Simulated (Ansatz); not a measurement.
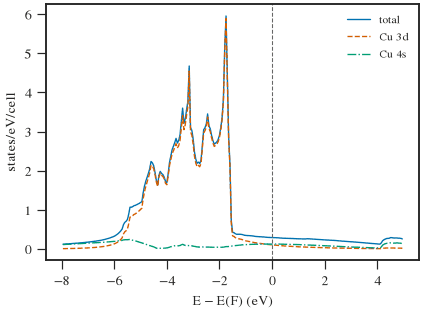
Figure. Total and projected density of states of Cu (fcc (Cu type), space group No. 225), the program Ansatz at the LDA level (PAW)

Q: Which orbitals carry the states next to the Fermi level?

A: Within 0.5 eV of the Fermi level: Cu 4s 42 %, Cu 3d 36 %, outside the projected shells 22 %. Projections are on Löwdin-orthogonalised atomic valence shells; empty p or d shells of many metals are not among them.

Q: Where is the tallest occupied peak in this window, and what makes it?

A: Near -1.8 eV, about 6.0 states/eV per cell; the largest projected share is Cu 3d.

Space group Fm-3m (fcc (Cu type)). The cell was relaxed with LDA under the symmetry of its start. No spin polarisation was allowed.

Potentials: the later of the program's two PAW sets.
